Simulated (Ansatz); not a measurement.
## Run report: Ca$_{2}$S$_{2}$, molecular dynamics

System: Ca$_{2}$S$_{2}$.
Method: RKS revPBE/6-31G* (Ansatz 0.2.0).

The geometry comes from this level: r2SCAN-D4/def2-TZVP.

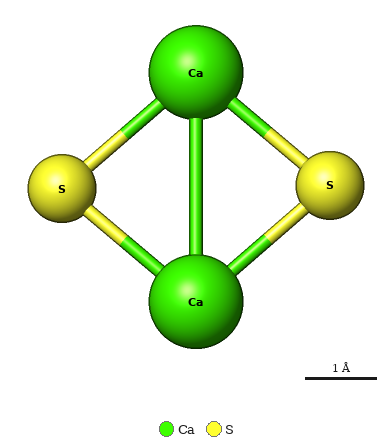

Fig. 1: The starting structure (ball-and-stick view, seen at a tilt). Sticks mark near contacts.

## The input
```yaml
crystal:
  periodic: [false, false, false]
  atoms:
    - {symbol: Ca, position_ang: [1.643827, 0.075652, -0.103753]}
    - {symbol: Ca, position_ang: [-1.643085, -0.076865, 0.114225]}
    - {symbol: S, position_ang: [-0.073685, 1.902584, 0.220147]}
    - {symbol: S, position_ang: [0.072933, -1.901370, -0.230610]}
basis:
  gaussian: {orbitals: "6-31G*"}
hamiltonian: {xc: {name: revPBE}}
md: {timestep: 0.5 fs, n_steps: 15, ensemble: nvt_nose_hoover, temperature: 500, initial_velocities: maxwell_boltzmann, seed: 465}
scf: {omitted_lower_state_checks: [starts]}
```

Launch command:
```bash
ansatz run in.yaml --threads 4 --pin off --events-out ev --progress --plain --max-ram 3916MiB
```

## Log
```
Functional definition: revPBE
  name "revPBE"
  cite "Zhang & Yang, Phys. Rev. Lett. 80, 890 (1998) doi:10.1103/PhysRevLett.80.890"
  cite "Perdew, Burke & Ernzerhof, Phys. Rev. Lett. 77, 3865 (1996) doi:10.1103/PhysRevLett.77.3865"
  parameter kappa = 1.245
  parameter beta = 0.06672455060314922
  exchange = pbe_x(kappa = kappa, mu = beta*pi^2/3)
  correlation = pbe_c(beta = beta)
these checks for a lower state are left out or cut short: starts
1170 factors; their error is unknown
mean field evaluation 1: about -58531.9973 eV, gradient 4.6e1 eV
mean field evaluation 2: about -58418.1120 eV, gradient 1.5e2 eV
mean field evaluation 4: about -58539.0845 eV, gradient 1.2e1 eV
mean field evaluation 8: about -58539.6544 eV, gradient 1.0e-1 eV
mean field evaluation 16: about -58539.5903 eV, gradient 6.8e-5 eV
mean field -58539.59032638 eV, -2151.2902649348 hartree, gradient 2.1e-6 eV, S^2 0.000000; 0 other end points of the search recorded, 0 dependent functions left out
the calculation of the forces begins
reference -58539.59039350 eV, -2151.2902674015 hartree; 36, 36 occupied and 72, 72 virtual orbitals, 1170 factors
md step     0: t =     0.00 fs  T =   500.0 K  F+E_penalty+E_count = -58539.59032638 eV  E_kin = 0.129260 eV  conserved = -58539.46106638 eV  (31 SCF iters)
these checks for a lower state are left out or cut short: starts, cluster_reference, orbital_swaps, neighbouring_geometries, increment
1170 factors; their error is unknown
mean field -58539.58994338 eV, -2151.2902508598 hartree, gradient 7.2e-6 eV, S^2 0.000000; 0 other end points of the search recorded, 0 dependent functions left out
[... from here on the field's lines of each further geometry are left out, up to the last ...]
md step     1: t =     0.50 fs  T =   498.5 K  F+E_penalty+E_count = -58539.58994338 eV  E_kin = 0.128877 eV  conserved = -58539.46106635 eV  (24 SCF iters)
md step     2: t =     1.00 fs  T =   496.4 K  F+E_penalty+E_count = -58539.58940452 eV  E_kin = 0.128338 eV  conserved = -58539.46106643 eV  (25 SCF iters)
md step     3: t =     1.50 fs  T =   493.7 K  F+E_penalty+E_count = -58539.58870940 eV  E_kin = 0.127644 eV  conserved = -58539.46106575 eV  (24 SCF iters)
md step     4: t =     2.00 fs  T =   490.5 K  F+E_penalty+E_count = -58539.58786041 eV  E_kin = 0.126795 eV  conserved = -58539.46106568 eV  (24 SCF iters)
md step     5: t =     2.50 fs  T =   486.6 K  F+E_penalty+E_count = -58539.58685857 eV  E_kin = 0.125794 eV  conserved = -58539.46106558 eV  (25 SCF iters)
md step     6: t =     3.00 fs  T =   482.1 K  F+E_penalty+E_count = -58539.58570543 eV  E_kin = 0.124642 eV  conserved = -58539.46106481 eV  (25 SCF iters)
md step     7: t =     3.50 fs  T =   477.1 K  F+E_penalty+E_count = -58539.58440504 eV  E_kin = 0.123342 eV  conserved = -58539.46106463 eV  (25 SCF iters)
md step     8: t =     4.00 fs  T =   471.5 K  F+E_penalty+E_count = -58539.58295978 eV  E_kin = 0.121898 eV  conserved = -58539.46106402 eV  (25 SCF iters)
md step     9: t =     4.50 fs  T =   465.4 K  F+E_penalty+E_count = -58539.58137434 eV  E_kin = 0.120314 eV  conserved = -58539.46106369 eV  (24 SCF iters)
md step    10: t =     5.00 fs  T =   458.7 K  F+E_penalty+E_count = -58539.57965307 eV  E_kin = 0.118595 eV  conserved = -58539.46106341 eV  (24 SCF iters)
md step    11: t =     5.50 fs  T =   451.6 K  F+E_penalty+E_count = -58539.57780105 eV  E_kin = 0.116746 eV  conserved = -58539.46106307 eV  (24 SCF iters)
md step    12: t =     6.00 fs  T =   444.0 K  F+E_penalty+E_count = -58539.57582400 eV  E_kin = 0.114772 eV  conserved = -58539.46106263 eV  (24 SCF iters)
md step    13: t =     6.50 fs  T =   435.9 K  F+E_penalty+E_count = -58539.57372822 eV  E_kin = 0.112680 eV  conserved = -58539.46106210 eV  (25 SCF iters)
md step    14: t =     7.00 fs  T =   427.3 K  F+E_penalty+E_count = -58539.57152079 eV  E_kin = 0.110476 eV  conserved = -58539.46106166 eV  (24 SCF iters)
the calculation of the forces begins
reference -58539.56927617 eV, -2151.2894913542 hartree; 36, 36 occupied and 72, 72 virtual orbitals, 1170 factors
these checks for a lower state are left out or cut short: starts
1170 factors; their error is unknown
mean field -58539.56920905 eV, -2151.2894888873 hartree, gradient 2.4e-5 eV, S^2 0.000000; 0 other end points of the search recorded, 0 dependent functions left out
the calculation of the forces begins
reference -58539.56927617 eV, -2151.2894913542 hartree; 36, 36 occupied and 72, 72 virtual orbitals, 1170 factors
md step    15: t =     7.50 fs  T =   418.4 K  F+E_penalty+E_count = -58539.56920905 eV  E_kin = 0.108170 eV  conserved = -58539.46106125 eV  (13 SCF iters)
```

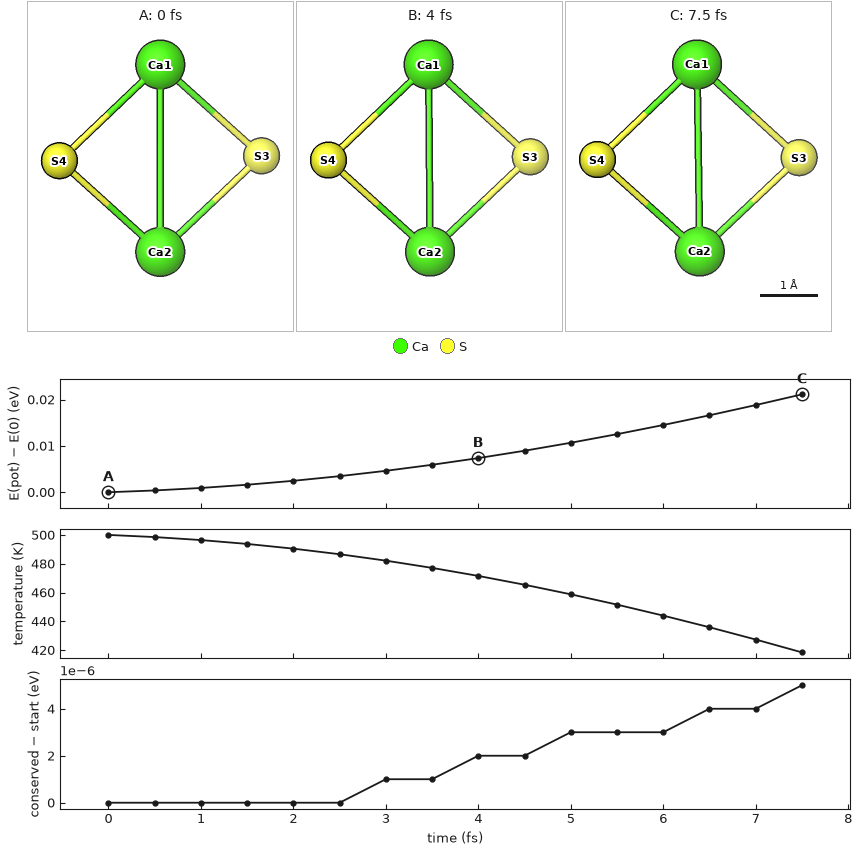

Fig. 2: Frames of the molecular dynamics (ball-and-stick, seen at a tilt) above the curves, on which the letters mark them. The trajectory kept here has 16 frames over 7.5 fs. The temperature starts at 500 K, ranges from 418 to 500 K and averages 447 K over the second half. The potential energy ends 0.021 eV above its first value. The conserved quantity stays within 5e-06 eV. After an unweighted best fit of the last frame on the first, the root-mean-square displacement is 0.03 Å.

```
Total energy: -58539.56927617 eV, -2151.2894913542 hartree
Atom 0 at     1.646990     0.056754    -0.095438 Å, force     0.257923     0.163172    -0.022057 eV/Å
Atom 1 at    -1.637443    -0.045748     0.128102 Å, force    -0.421889    -0.460223    -0.041987 eV/Å
Atom 2 at    -0.105897     1.888940     0.207543 Å, force     0.329217     0.399991     0.040874 eV/Å
Atom 3 at     0.094138    -1.903001    -0.245749 Å, force    -0.165251    -0.102940     0.023170 eV/Å
Dipole moment:     0.020712     0.032833     0.059052 e Å
Checks for a lower state left out: starts
```

## Trajectory as extended XYZ (Å, eV, eV/Å), 16 frames, from step=0 to step=15
```
4
Properties=species:S:1:pos:R:3:forces:R:3 step=0 time_fs=0.0 energy=-58539.59033 temperature=500.0
Ca    1.6438    0.0757   -0.1038    0.2691   0.0133  -0.0246
Ca   -1.6431   -0.0769    0.1142   -0.2701  -0.0117   0.0112
S    -0.0737    1.9026    0.2201   -0.0054   0.1522   0.0248
S     0.0729   -1.9014   -0.2306    0.0064  -0.1538  -0.0114
4
Properties=species:S:1:pos:R:3:forces:R:3 step=1 time_fs=0.5 energy=-58539.58994 temperature=498.5
Ca    1.6439    0.0744   -0.1032    0.2699   0.0235  -0.0245
Ca   -1.6426   -0.0747    0.1152   -0.2798  -0.0410   0.0075
S    -0.0759    1.9015    0.2193    0.0158   0.1682   0.0261
S     0.0744   -1.9014   -0.2316   -0.0059  -0.1507  -0.0091
4
Properties=species:S:1:pos:R:3:forces:R:3 step=2 time_fs=1.0 energy=-58539.58940 temperature=496.4
Ca    1.6440    0.0731   -0.1026    0.2704   0.0338  -0.0244
Ca   -1.6421   -0.0726    0.1161   -0.2896  -0.0706   0.0038
S    -0.0781    1.9005    0.2184    0.0372   0.1844   0.0274
S     0.0758   -1.9015   -0.2326   -0.0180  -0.1476  -0.0068
4
Properties=species:S:1:pos:R:3:forces:R:3 step=3 time_fs=1.5 energy=-58539.58871 temperature=493.7
Ca    1.6442    0.0718   -0.1021    0.2707   0.0440  -0.0243
Ca   -1.6416   -0.0704    0.1170   -0.2996  -0.1003   0.0002
S    -0.0803    1.8995    0.2176    0.0590   0.2007   0.0286
S     0.0773   -1.9015   -0.2336   -0.0300  -0.1444  -0.0045
4
Properties=species:S:1:pos:R:3:forces:R:3 step=4 time_fs=2.0 energy=-58539.58786 temperature=490.5
Ca    1.6443    0.0705   -0.1015    0.2708   0.0542  -0.0241
Ca   -1.6411   -0.0683    0.1179   -0.3097  -0.1302  -0.0035
S    -0.0825    1.8985    0.2167    0.0809   0.2172   0.0298
S     0.0787   -1.9016   -0.2347   -0.0420  -0.1412  -0.0022
4
Properties=species:S:1:pos:R:3:forces:R:3 step=5 time_fs=2.5 energy=-58539.58686 temperature=486.6
Ca    1.6445    0.0692   -0.1009    0.2707   0.0643  -0.0240
Ca   -1.6407   -0.0662    0.1189   -0.3199  -0.1602  -0.0071
S    -0.0847    1.8975    0.2159    0.1030   0.2338   0.0310
S     0.0801   -1.9017   -0.2357   -0.0539  -0.1379   0.0001
4
Properties=species:S:1:pos:R:3:forces:R:3 step=6 time_fs=3.0 energy=-58539.58570 temperature=482.1
Ca    1.6447    0.0680   -0.1004    0.2704   0.0745  -0.0238
Ca   -1.6403   -0.0641    0.1198   -0.3301  -0.1903  -0.0107
S    -0.0869    1.8966    0.2150    0.1253   0.2505   0.0321
S     0.0816   -1.9018   -0.2367   -0.0656  -0.1346   0.0024
4
Properties=species:S:1:pos:R:3:forces:R:3 step=7 time_fs=3.5 energy=-58539.58441 temperature=477.1
Ca    1.6448    0.0667   -0.0998    0.2699   0.0845  -0.0237
Ca   -1.6399   -0.0620    0.1207   -0.3404  -0.2205  -0.0143
S    -0.0890    1.8956    0.2142    0.1477   0.2672   0.0332
S     0.0830   -1.9019   -0.2377   -0.0772  -0.1312   0.0047
4
Properties=species:S:1:pos:R:3:forces:R:3 step=8 time_fs=4.0 energy=-58539.58296 temperature=471.5
Ca    1.6451    0.0654   -0.0993    0.2691   0.0946  -0.0235
Ca   -1.6395   -0.0599    0.1217   -0.3507  -0.2508  -0.0179
S    -0.0912    1.8947    0.2134    0.1703   0.2840   0.0343
S     0.0844   -1.9020   -0.2387   -0.0887  -0.1278   0.0070
4
Properties=species:S:1:pos:R:3:forces:R:3 step=9 time_fs=4.5 energy=-58539.58137 temperature=465.4
Ca    1.6453    0.0642   -0.0987    0.2682   0.1046  -0.0233
Ca   -1.6391   -0.0578    0.1226   -0.3611  -0.2810  -0.0214
S    -0.0934    1.8938    0.2125    0.1930   0.3008   0.0354
S     0.0858   -1.9021   -0.2397   -0.1001  -0.1243   0.0093
4
Properties=species:S:1:pos:R:3:forces:R:3 step=10 time_fs=5.0 energy=-58539.57965 temperature=458.7
Ca    1.6455    0.0629   -0.0982    0.2670   0.1145  -0.0231
Ca   -1.6388   -0.0557    0.1235   -0.3714  -0.3112  -0.0249
S    -0.0955    1.8929    0.2117    0.2157   0.3175   0.0364
S     0.0872   -1.9022   -0.2407   -0.1113  -0.1209   0.0116
4
Properties=species:S:1:pos:R:3:forces:R:3 step=11 time_fs=5.5 energy=-58539.57780 temperature=451.6
Ca    1.6458    0.0617   -0.0976    0.2656   0.1244  -0.0229
Ca   -1.6385   -0.0537    0.1244   -0.3817  -0.3413  -0.0284
S    -0.0976    1.8921    0.2108    0.2385   0.3343   0.0373
S     0.0886   -1.9024   -0.2417   -0.1224  -0.1173   0.0140
4
Properties=species:S:1:pos:R:3:forces:R:3 step=12 time_fs=6.0 energy=-58539.57582 temperature=444.0
Ca    1.6461    0.0604   -0.0971    0.2640   0.1342  -0.0227
Ca   -1.6382   -0.0517    0.1253   -0.3919  -0.3713  -0.0319
S    -0.0997    1.8913    0.2100    0.2612   0.3509   0.0383
S     0.0900   -1.9025   -0.2427   -0.1334  -0.1138   0.0163
4
Properties=species:S:1:pos:R:3:forces:R:3 step=13 time_fs=6.5 energy=-58539.57373 temperature=435.9
Ca    1.6464    0.0592   -0.0965    0.2622   0.1439  -0.0225
Ca   -1.6379   -0.0497    0.1263   -0.4020  -0.4012  -0.0353
S    -0.1018    1.8905    0.2092    0.2840   0.3674   0.0392
S     0.0914   -1.9027   -0.2437   -0.1442  -0.1102   0.0186
4
Properties=species:S:1:pos:R:3:forces:R:3 step=14 time_fs=7.0 energy=-58539.57152 temperature=427.3
Ca    1.6467    0.0580   -0.0960    0.2602   0.1536  -0.0223
Ca   -1.6377   -0.0477    0.1272   -0.4120  -0.4308  -0.0387
S    -0.1039    1.8897    0.2084    0.3066   0.3838   0.0401
S     0.0928   -1.9028   -0.2447   -0.1548  -0.1066   0.0209
4
Properties=species:S:1:pos:R:3:forces:R:3 step=15 time_fs=7.5 energy=-58539.56921 temperature=418.4
Ca    1.6470    0.0568   -0.0954    0.2579   0.1632  -0.0221
Ca   -1.6374   -0.0457    0.1281   -0.4219  -0.4602  -0.0420
S    -0.1059    1.8889    0.2075    0.3292   0.4000   0.0409
S     0.0941   -1.9030   -0.2457   -0.1653  -0.1029   0.0232
```

## Results in brief

- outcome: finished
- mean temperature over the second half: 447 K
- trajectory: 15 steps, 7.5 fs
- ensemble: nvt_nose_hoover
- temperature in the input: 500 K
- time step: 0.5 fs
- potential energy (last step): −58539.5693 eV
- SCF solution under orbital rotations (last step): stable
- largest force (length of the vector) (last step): 0.626 eV/Å
- dipole moment (last step): 0.34 D
- hardware: 4 threads of Arm Neoverse V1, 23 GiB of memory available, shared host
- wall time: 24 s (CPU time 88 s)
- peak memory: 0.36 GiB

## Remarks

So short a trajectory is not equilibrated.
